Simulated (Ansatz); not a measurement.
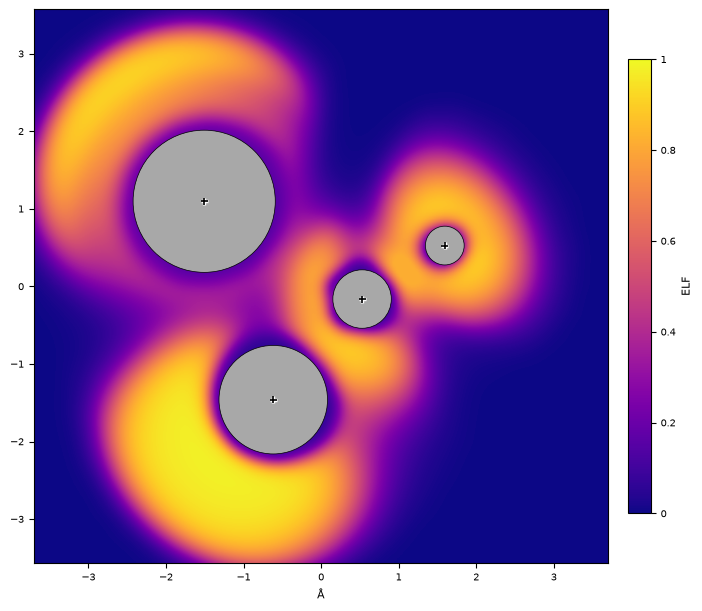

The electron localisation function on a plane through atoms (crosses mark nuclei in the plane; grey discs cover the cores).

Method: isolated molecule in a Gaussian basis; Kohn-Sham density functional theory, functional PBE0 (Ansatz).

Candidates:
A. Cl2FH2Si2 (SMILES F[SiH2][Si+](Cl)Cl) (charge +1)
B. CH2BrClGe (SMILES [CH2]=[Ge]([Cl])[Br])
C. CFGaSi (SMILES F[C]1=[Si+][Ga]1) (charge +1, doublet)

Which system is this?

Answer. Candidate C: CFGaSi on the molecular plane, which holds C, F, Ga and Si. C–F (1.27 Å): the ELF peaks at about 0.80 between the atoms: a shared but strongly polarised pair. C–Si (1.73 Å): the ELF peaks at about 0.85 between the atoms: a covalent bond.
